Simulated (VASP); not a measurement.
Here is the system:

```
CELL_PARAMETERS angstrom
      0.00000     3.12980     3.12980
      3.12980     0.00000     3.12980
      3.12980     3.12980     0.00000
ATOMIC_POSITIONS crystal
  Bi 0.25000 0.25000 0.25000
  Ga 0.00000 0.00000 0.00000
```

All values below come from LDA (Ceperley-Alder, Perdew-Zunger), VASP's LDA PAW potentials (set 64) (plane waves; VASP). Run with 400 eV cut-off, 11×11×11 Γ-centred mesh, tetrahedra with Blöchl corrections, potentials Bi_d Ga_d.

Unless said otherwise, spin-orbit coupling is left out, though it shifts the bands of the heavy elements here.

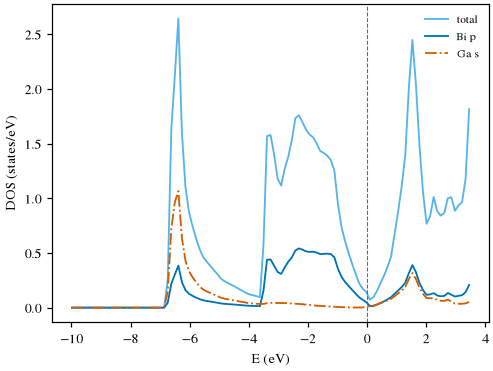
Total and projected density of states, zero at the Fermi level

Within 2 eV below the Fermi level the largest weight inside VASP's projection spheres is Bi p, then Ga p.

It has no gap at this level: it comes out as a metal or semimetal.

The structure was generated: GaBi was put into the zincblende type (F-43m), which need not be its known phase. It was relaxed first, which changed the volume by -8 %.
